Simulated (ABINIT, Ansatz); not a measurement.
**InH (P6_3/mmc): zone-centre phonons**

Wanted: the vibrations of InH (P6_3/mmc) at Γ, by two programs.

Main program and level: ABINIT 10.8.3; DFT LDA, scalar-relativistic, plane waves, HGH norm-conserving pseudopotentials.

The structure was built from a prototype and need not be the compound's stable phase.

### 1. The starting structure

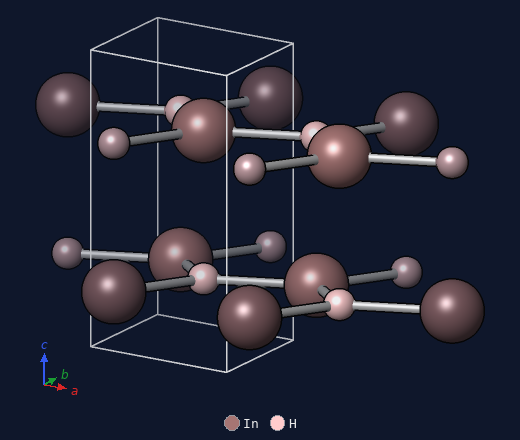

The starting structure, seen slightly off an axis (indium brown, hydrogen pink). 2×1×1 cells are drawn. Some periodic images of atoms are drawn too.

Coordinates:

```xyz
4
Lattice="3.6977 0.0000 0.0000 -1.8489 3.2023 0.0000 0.0000 0.0000 5.3878" Properties=species:S:1:pos:R:3 pbc="T T T"
In    0.0000    2.1349    1.3469
In    1.8489    1.0674    4.0408
H     1.8489    1.0674    1.3469
H     0.0000    2.1349    4.0408
```

### 2. Relaxation

The harmonic expansion needs vanishing forces, and a free crystal bears no stress, so cell and atoms are brought to rest. Stress is more sensitive to the basis than forces are: the last 3 Ha under the cutoff are smoothed with ecutsm, and the cutoff is raised above that of the later runs.

The starting cell comes from a relaxation made beforehand in Ansatz (LDA, PseudoDojo NC).

relax.abi reads:

```
# relaxation
ionmov 2
optcell 2
dilatmx 1.08
ntime 40
tolmxf 1.0d-05
tolvrs 1.0d-14
prtwf 0
prtden 0
chksymtnons 0

# basis, mesh and filling
ecut 43.0
ecutsm 3.0
ixc 7
ngkpt 9 9 6
nshiftk 1
shiftk 0.0 0.0 0.0
istwfk *1
occopt 7
tsmear 0.01
nband 9
nstep 100
diemac 1000000.0
prtebands 0
prtgsr 0

# cell and atoms
acell 6.987724667 6.987724667 10.18144177
rprim 
    1.0 6.70954e-07 0.0
    -0.5000005811 0.8660250683 0.0
    0.0 0.0 1.0
ntypat 2
znucl 49 1
natom 4
typat 1 1 2 2
xred 
    1/3 2/3 0.25
    2/3 1/3 0.75
    2/3 1/3 0.25
    1/3 2/3 0.75
pp_dirpath "./pseudo"
pseudos "In.hgh, H.hgh"
```

Launch:

```sh
$ OMP_NUM_THREADS=1 mpirun -n 4 abinit relax.abi > relax.log
```

Numbers of over 12 decimals in the logs are rounded to 6 here.

relax.abo, the main output file:

```text
[banners, grids, parts of the stress and lines that vanish by symmetry left out]
- input  file    -> relax.abi
- output file    -> relax.abo
- root for input  files -> relaxi
[...]
Symmetries : space group P6_3/m m c (#194); Bravais hP (primitive hexag.)
[...]
mpw =        7329          nfft =      165888          nkpt =          48
[...]
== DATASET  1 ==================================================================
[...]
cutoff_energies: {ecut:  43.0, pawecutdg:  -1.0, }
[...]
Exchange-correlation functional for the present dataset will be:
  LDA: Perdew-Wang 92 LSD fit to Ceperley-Alder data - ixc=7
[...]
ETOT  1  -5.188112    -5.188E+00 1.244E-02 5.851E+01
 ETOT  2  -5.193868    -5.756E-03 1.487E-04 4.123E+00
 ETOT  3  -5.193959    -9.084E-05 5.142E-04 1.183E-01
 ETOT  4  -5.193964    -5.084E-06 3.763E-04 9.927E-04
 ETOT  5  -5.193964    -3.389E-08 3.826E-04 1.601E-05
[...]
At SCF step   10       vres2   =  7.13E-16 < tolvrs=  1.00E-14 =>converged.
[...]
sigma(1 1)=  6.90955568E-05  sigma(3 2)=  0.00000000E+00
  sigma(2 2)=  6.90955568E-05  sigma(3 1)=  0.00000000E+00
  sigma(3 3)= -9.97118314E-06  sigma(2 1)=  6.62182814E-14
[...]
convergence: {deltae:  9.059E-14, res2:  7.125E-16, residm:  2.117E-06, diffor: null, }
etotal    :  -5.19396433E+00
[...]
ETOT  1  -5.194080    -5.194E+00 1.375E-01 4.971E-02
[...]
At SCF step    8       vres2   =  1.68E-15 < tolvrs=  1.00E-14 =>converged.
[...]
sigma(1 1)=  6.47044389E-05  sigma(3 2)=  0.00000000E+00
  sigma(2 2)=  6.47044390E-05  sigma(3 1)=  0.00000000E+00
  sigma(3 3)= -1.42080278E-05  sigma(2 1)=  6.65210509E-14
[...]
convergence: {deltae: -5.684E-14, res2:  1.679E-15, residm:  1.771E-08, diffor: null, }
etotal    :  -5.19408521E+00
[...]
ETOT  1  -5.193651    -5.194E+00 1.991E+04 1.195E+01
[...]
At SCF step    9       vres2   =  1.47E-15 < tolvrs=  1.00E-14 =>converged.
[...]
sigma(1 1)= -3.24717819E-05  sigma(3 2)=  0.00000000E+00
  sigma(2 2)= -3.24717818E-05  sigma(3 1)=  0.00000000E+00
  sigma(3 3)= -7.19771964E-05  sigma(2 1)=  7.03868521E-14
[...]
convergence: {deltae: -1.368E-13, res2:  1.468E-15, residm:  7.980E-11, diffor: null, }
etotal    :  -5.19481131E+00
[...]
ETOT  1  -5.194830    -5.195E+00 5.925E-06 8.940E-01
[...]
At SCF step    9       vres2   =  2.37E-16 < tolvrs=  1.00E-14 =>converged.
[...]
sigma(1 1)= -1.19384449E-06  sigma(3 2)=  0.00000000E+00
  sigma(2 2)= -1.19384446E-06  sigma(3 1)=  0.00000000E+00
  sigma(3 3)= -5.66545276E-05  sigma(2 1)=  6.94191756E-14
[...]
convergence: {deltae:  6.306E-14, res2:  2.375E-16, residm:  2.013E-11, diffor: null, }
etotal    :  -5.19491813E+00
[...]
ETOT  1  -5.194966    -5.195E+00 2.914E-02 5.406E-03
[...]
At SCF step    8       vres2   =  3.45E-16 < tolvrs=  1.00E-14 =>converged.
[...]
sigma(1 1)= -4.74048709E-07  sigma(3 2)=  0.00000000E+00
  sigma(2 2)= -4.74048681E-07  sigma(3 1)=  0.00000000E+00
[...]
convergence: {deltae: -6.661E-14, res2:  3.451E-16, residm:  1.134E-11, diffor: null, }
etotal    :  -5.19496667E+00
[...]
ETOT  1  -5.195290    -5.195E+00 3.722E+01 1.584E+00
[...]
At SCF step    9       vres2   =  1.89E-15 < tolvrs=  1.00E-14 =>converged.
[...]
convergence: {deltae:  2.665E-15, res2:  1.895E-15, residm:  6.917E-06, diffor: null, }
etotal    :  -5.19537871E+00
[...]
ETOT  1  -5.195380    -5.195E+00 9.355E-03 3.928E-02
[...]
At SCF step    8       vres2   =  1.78E-15 < tolvrs=  1.00E-14 =>converged.
[...]
sigma(2 2)=  2.71691464E-08  sigma(3 1)=  0.00000000E+00
  sigma(3 3)= -1.20512503E-07  sigma(2 1)=  6.61315444E-14
[...]
convergence: {deltae:  4.174E-14, res2:  1.780E-15, residm:  2.703E-12, diffor: null, }
etotal    :  -5.19538358E+00
[...]
ETOT  1  -5.195384    -5.195E+00 9.253E-08 8.428E-06
[...]
ETOT  6  -5.195384    -1.510E-14 1.531E-13 3.392E-14
 ETOT  7  -5.195384     7.550E-14 1.528E-14 2.302E-16
 At SCF step    7       vres2   =  2.30E-16 < tolvrs=  1.00E-14 =>converged.
[...]
sigma(1 1)= -6.43216373E-09  sigma(3 2)=  0.00000000E+00
  sigma(2 2)= -6.43213699E-09  sigma(3 1)=  0.00000000E+00
  sigma(3 3)= -1.02341134E-08  sigma(2 1)=  6.61250525E-14
[...]
convergence: {deltae:  7.550E-14, res2:  2.302E-16, residm:  1.528E-14, diffor: null, }
etotal    :  -5.19538359E+00
[...]
At Broyd/MD step   8, gradients are converged :
[...]
sigma(1 1)= -6.43216373E-09  sigma(3 2)=  0.00000000E+00
  sigma(2 2)= -6.43213699E-09  sigma(3 1)=  0.00000000E+00
  sigma(3 3)= -1.02341134E-08  sigma(2 1)=  6.61250525E-14
[...]
- sigma(1 1)= -1.89240790E-04  sigma(3 2)=  0.00000000E+00
- sigma(2 2)= -1.89240004E-04  sigma(3 1)=  0.00000000E+00
- sigma(3 3)= -3.01098013E-04  sigma(2 1)=  1.94546621E-09
[...]
fcart      1.9948805046E-28  2.8793661179E-28 -0.0000000000E+00
           strten     -6.4321637285E-09 -6.4321369895E-09 -1.0234113442E-08
================================================================================

[key lines of the parts left out:]
pressure_GPa:   2.2653E-04
Total energy (etotal) [Ha]= -5.19538358756570E+00
```

Wall time 2.4 min (4 MPI ranks of Arm Neoverse V1, shared host).

The steps of the relaxation:

```tsv
step	energy less that of the first step (eV)	largest force (eV/Å)	volume (Å³)
1	0.0000	0.0000	63.80
2	-0.0033	0.0000	63.55
3	-0.0230	0.0000	59.91
4	-0.0260	0.0000	60.89
5	-0.0273	0.0000	60.98
6	-0.0385	0.0000	62.24
7	-0.0386	0.0000	62.41
8	-0.0386	0.0000	62.41
```

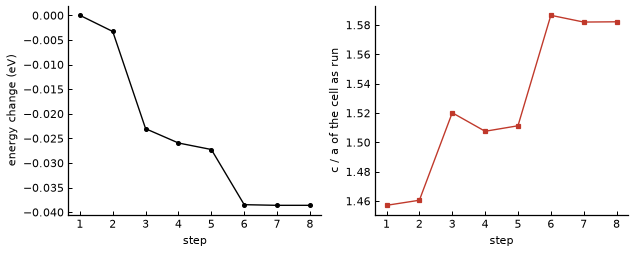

Energy and cell shape along the relaxation.

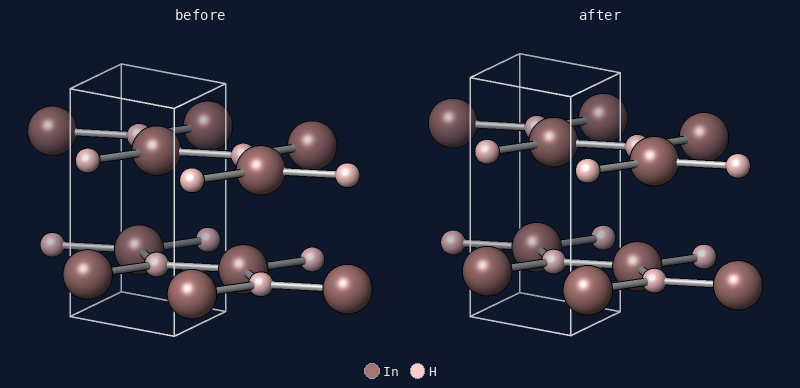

Before and after, at one scale.

```tsv
conventional cell, symmetrised	before	after	change
a (Å)	3.698	3.571	-3.4 %
b (Å)	3.698	3.571	-3.4 %
c (Å)	5.388	5.650	+4.9 %
volume (Å³/atom)	15.95	15.60	-2.2 %
```

The relaxed structure:

```cif
data_structure
_symmetry_space_group_name_H-M 'P 1'
_symmetry_Int_Tables_number 1
_cell_length_a 3.5714
_cell_length_b 3.5714
_cell_length_c 5.6504
_cell_angle_alpha 90.000
_cell_angle_beta 90.000
_cell_angle_gamma 120.000
_cell_volume 62.41
loop_
_atom_site_label
_atom_site_type_symbol
_atom_site_fract_x
_atom_site_fract_y
_atom_site_fract_z
_atom_site_occupancy
In1 In 0.33333 0.66667 0.25000 1
In2 In 0.66667 0.33333 0.75000 1
H3 H 0.66667 0.33333 0.25000 1
H4 H 0.33333 0.66667 0.75000 1
```

Read from the output:

- volume per atom: 15.60 Å³
- pressure: 2.27e-4 GPa
- gap on the k-mesh: 0 eV

The volume changes by -2.2 % from the cell with which this run began.

### 3. Ground state

The response is built on these wavefunctions, so the potential is converged far more tightly than an energy would need. Occupations are smeared.

gs.abi reads:

```
# ground state
tolvrs 1.0d-16
prtden 1
prtwf 1

# basis, mesh and filling
ecut 35.0
ixc 7
ngkpt 9 9 6
nshiftk 1
shiftk 0.0 0.0 0.0
istwfk *1
occopt 7
tsmear 0.01
nband 9
nstep 100
diemac 1000000.0
prtebands 0
prtgsr 0

# cell and atoms
acell 6.748881974 6.748881974 10.67769197
rprim 
    1.0 6.70974e-07 0.0
    -0.5000005811 0.8660250683 0.0
    0.0 0.0 1.0
ntypat 2
znucl 49 1
natom 4
typat 1 1 2 2
xred 
    1/3 2/3 0.25
    2/3 1/3 0.75
    2/3 1/3 0.25
    1/3 2/3 0.75
pp_dirpath "./pseudo"
pseudos "In.hgh, H.hgh"
```

Launch:

```sh
$ OMP_NUM_THREADS=1 mpirun -n 4 abinit gs.abi > gs.log
```

gs.abo, the main output file:

```text
[banners, grids, parts of the stress and lines that vanish by symmetry left out]
- input  file    -> gs.abi
- output file    -> gs.abo
- root for input  files -> gsi
[...]
Symmetries : space group P6_3/m m c (#194); Bravais hP (primitive hexag.)
[...]
mpw =        4203          nfft =       77760          nkpt =          48
[...]
== DATASET  1 ==================================================================
[...]
cutoff_energies: {ecut:  35.0, pawecutdg:  -1.0, }
[...]
Exchange-correlation functional for the present dataset will be:
  LDA: Perdew-Wang 92 LSD fit to Ceperley-Alder data - ixc=7
[...]
ETOT  1  -5.188799    -5.189E+00 9.460E-03 2.664E+01
 ETOT  2  -5.194356    -5.557E-03 5.922E-04 1.636E+00
 ETOT  3  -5.194421    -6.506E-05 1.541E-04 5.291E-02
 ETOT  4  -5.194426    -4.969E-06 4.415E-05 1.971E-03
 ETOT  5  -5.194426    -2.435E-07 3.265E-05 3.879E-05
[...]
ETOT 10  -5.194426    -4.441E-15 2.739E-06 2.632E-16
 ETOT 11  -5.194426    -1.865E-14 4.525E-06 5.096E-18
 At SCF step   11       vres2   =  5.10E-18 < tolvrs=  1.00E-16 =>converged.
[...]
sigma(1 1)=  9.48931385E-06  sigma(3 2)=  0.00000000E+00
  sigma(2 2)=  9.48931384E-06  sigma(3 1)=  0.00000000E+00
  sigma(3 3)=  1.03910843E-05  sigma(2 1)=  3.52081042E-14
[...]
convergence: {deltae: -1.865E-14, res2:  5.096E-18, residm:  4.525E-06, diffor: null, }
etotal    :  -5.19442620E+00
[...]
sigma(1 1)=  9.48931385E-06  sigma(3 2)=  0.00000000E+00
  sigma(2 2)=  9.48931384E-06  sigma(3 1)=  0.00000000E+00
  sigma(3 3)=  1.03910843E-05  sigma(2 1)=  3.52081042E-14
[...]
- sigma(1 1)=  2.79185252E-01  sigma(3 2)=  0.00000000E+00
- sigma(2 2)=  2.79185252E-01  sigma(3 1)=  0.00000000E+00
- sigma(3 3)=  3.05716254E-01  sigma(2 1)=  1.03585819E-09
[...]
fcart     -1.4961631797E-29  2.0155543415E-29 -0.0000000000E+00
           strten      9.4893138457E-06  9.4893138364E-06  1.0391084268E-05
================================================================================

[key lines of the parts left out:]
pressure_GPa:  -2.8803E-01
```

Run time: 13 s. Hardware: 4 MPI ranks.

This step gave:

```
pressure : -0.2880 GPa
```

The cell stands at -0.29 GPa: the relaxation ran with a smoothed and higher cutoff, and the difference is a stress of the finite basis.

(Part 1 of 4 ends here.)

[Host names and launcher messages were left out of these logs when they were recorded.]

[Logs are printed without paths, hosts, clocks, repeated set-up lines and the standing remarks that a program may print on its own settings, such as how far it seeks lower states.]

[Hosts, paths, dates, database ids (printed as entryN), source tags and the programs' standing remarks are cut or masked in the printed files.]
